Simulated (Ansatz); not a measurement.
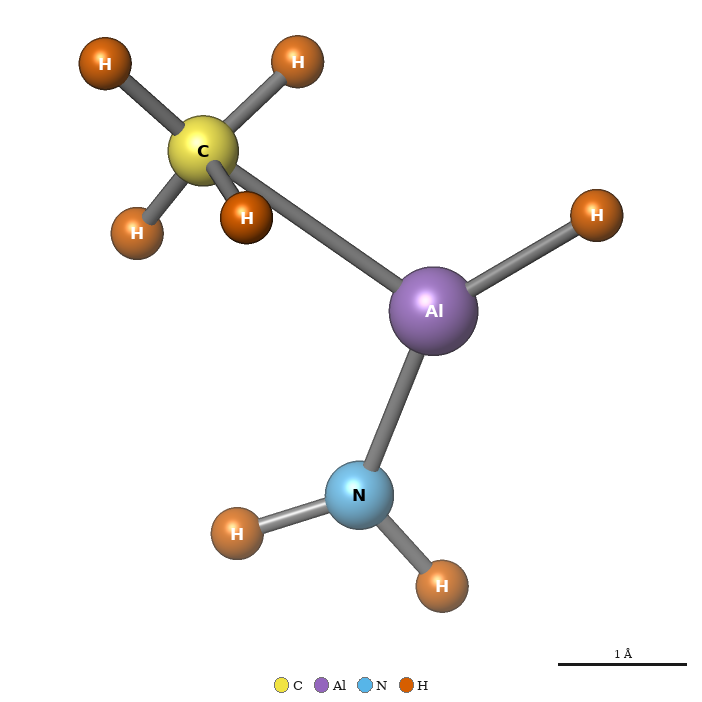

Atoms fade into the background with distance from the viewer. The species has charge +1 and is a spin singlet. The computed structure is the end point of a PBE-D4/def2-SVP optimisation. No frequency run is at hand to confirm it as a minimum. Masses are those of the most abundant isotopes; constants are for the rigid equilibrium geometry.

Classify the rotor and give the rotational constants (MHz).

An asymmetric top (C1): A = 16809, B = 5436, C = 4232 MHz. Ray's parameter κ is −0.81, nearer the prolate limit.
